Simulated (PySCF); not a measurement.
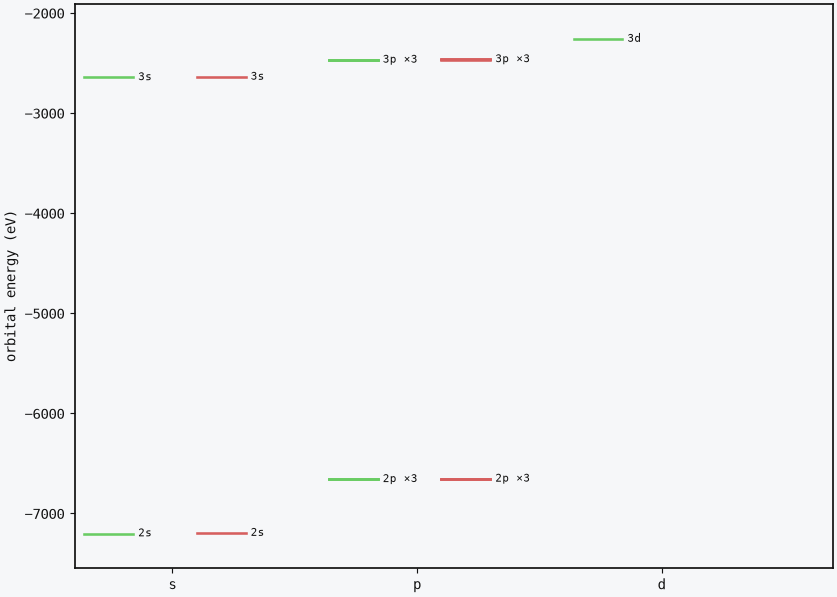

Fig. 1: Orbital energies of the mean field, from the top down to −7201 eV, by angular momentum, α spin at the left of each column and β at the right; ×n counts the orbitals under one label. The highest filled orbital is 3d α at −2256 eV, the lowest empty one d α at −2235 eV.

Atomic calculation for Xe³⁵⁺

Xe³⁵⁺, configuration 1s2 2s2 2p6 3s2 3p6 3d1, multiplicity 2. Computed at this level: unrestricted M06, even-tempered 18s12p7d4f3g, spin-free X2C-1e, Gaussian nucleus (PySCF).

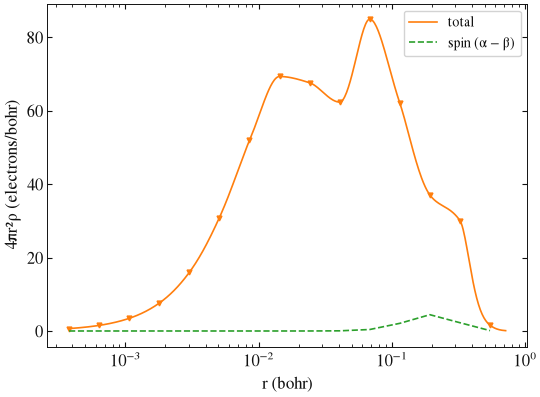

Fig. 2: Spherically averaged radial density 4πr²ρ of the mean field and its spin part; markers are the stored points, which are sparse, and the line is a monotone interpolation between them. The largest stored value is 84.9 electrons/bohr at r = 0.068 bohr. Root-mean-square radii of the shells: 1s 0.0305, 2p 0.109, 2s 0.123, 3d 0.263, 3p 0.296, 3s 0.301 bohr.

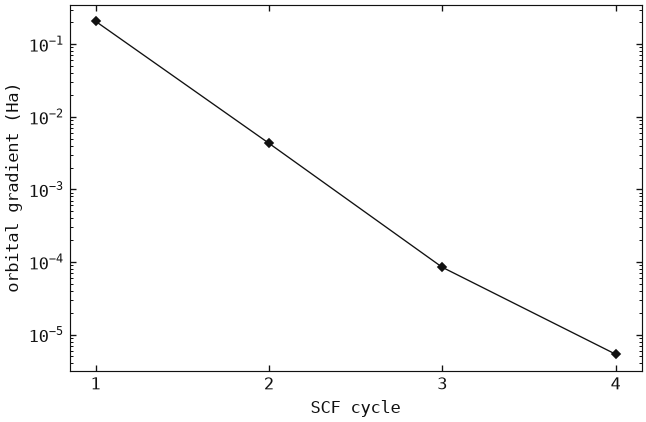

Fig. 3: Convergence: orbital gradient against the SCF cycle. The residual falls at every step. It goes from 0.21 to 5.4×10⁻⁶ in 4 steps.

Input and output of the run follow.

**The input**
```python
from pyscf import gto, scf, dft, mp, cc
mol = gto.M(atom="Xe 0 0 0", charge=35, spin=1, symmetry="D2h",
            basis=gto.etbs([(0, 18, 5.6, 2.5), (1, 12, 7.3, 2.5), (2, 7, 7.3, 2.5), (3, 4, 25, 2.7), (4, 3, 38, 2.7)]),
            nucmod="G")
mf = dft.UKS(mol, xc="M06").sfx2c1e()
mf.irrep_nelec = {'Ag': (3, 3), 'B1g': (1, 0), 'B1u': (2, 2), 'B2u': (2, 2), 'B3u': (2, 2)}
mf.kernel()
```

The script is an equivalent of what the driver set up; the driver started from orbitals of its own, so the log can be shorter than this script's would be, and it computed the properties (radii, ⟨L²⟩, response) afterwards. It held the occupations shell by shell, which the script's counts by irreducible representation don't always enforce.

**Log (extracts)**
```
damping factor = 0
level_shift factor = 0
DIIS = <class 'pyscf.scf.diis.CDIIS'>
diis_start_cycle = 1
diis_space = 10
diis_damp = 0
SCF conv_tol = 1e-09
SCF conv_tol_grad = None
number electrons alpha = 10  beta = 9
XC functionals = M06
    Y. Zhao and D. G. Truhlar.,  Theor. Chem. Acc. 120, 215 (2008)
    Y. Zhao and D. G. Truhlar.,  Theor. Chem. Acc. 120, 215 (2008)
cycle= 1 E= -6507.64758178012  delta_E= -0.0145  |g|= 0.207  |ddm|= 0.0402
cycle= 2 E= -6507.64759427505  delta_E= -1.25e-05  |g|= 0.00432  |ddm|= 0.00104
cycle= 3 E= -6507.64759430537  delta_E= -3.03e-08  |g|= 8.46e-05  |ddm|= 5.73e-05
cycle= 4 E= -6507.64759430549  delta_E= -1.14e-10  |g|= 5.37e-06  |ddm|= 3.63e-06
converged SCF energy = -6507.64759430549  <S^2> = 0.75004787  2S+1 = 2.0000479
```

**Summary**

```tsv
quantity	value
outcome	converged
total energy	−6507.6476 hartree
⟨S²⟩	0.750
⟨L²⟩	6.00
SCF iterations	4
hardware	1 CPU thread, shared host
CPU time	4.7 s (integrals apart)
```

**Notes**

Radii and densities are those of the two-component orbitals, without the picture-change correction, so the innermost s shells come out slightly too small (about 1 % for 1s near Z = 40, more for heavier atoms).
